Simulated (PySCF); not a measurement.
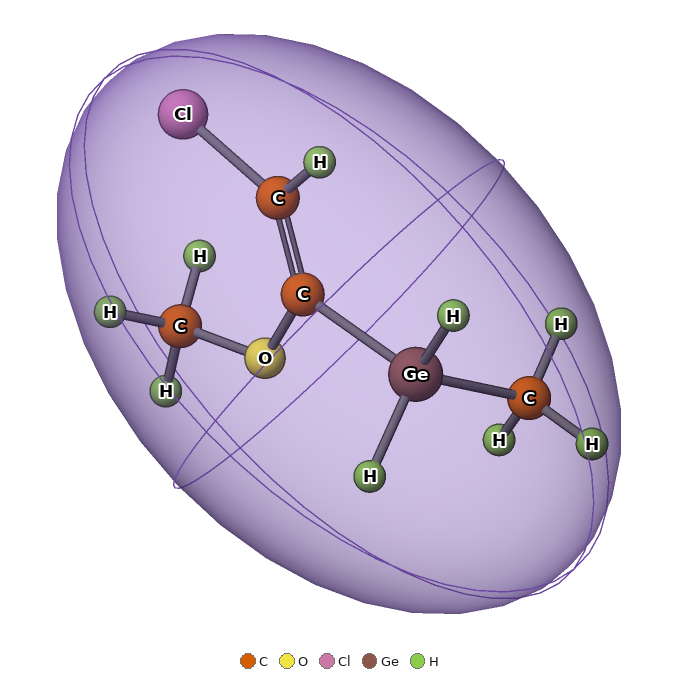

The ellipsoid shows the static dipole polarisability: its half-axes are proportional to the principal values. The computed structure is the end point of a GFN2-xTB optimisation. No frequency run is at hand to confirm it as a minimum. Level of theory: B3LYP/def2-SVPD (PySCF 2.14.0).

Question: Give the principal values, the mean and the anisotropy.

Answer: Principal values 80.5, 95.8, 127.4 bohr³; mean 101.2 bohr³ (15.00 Å³); anisotropy 41.4 bohr³, so the longest axis is 1.58 times the shortest.

The geometry is semi-empirical. Around Ge such bond lengths and angles can be off by a tenth of an ångström or more and by several degrees, and values that hang on the shape move with them.
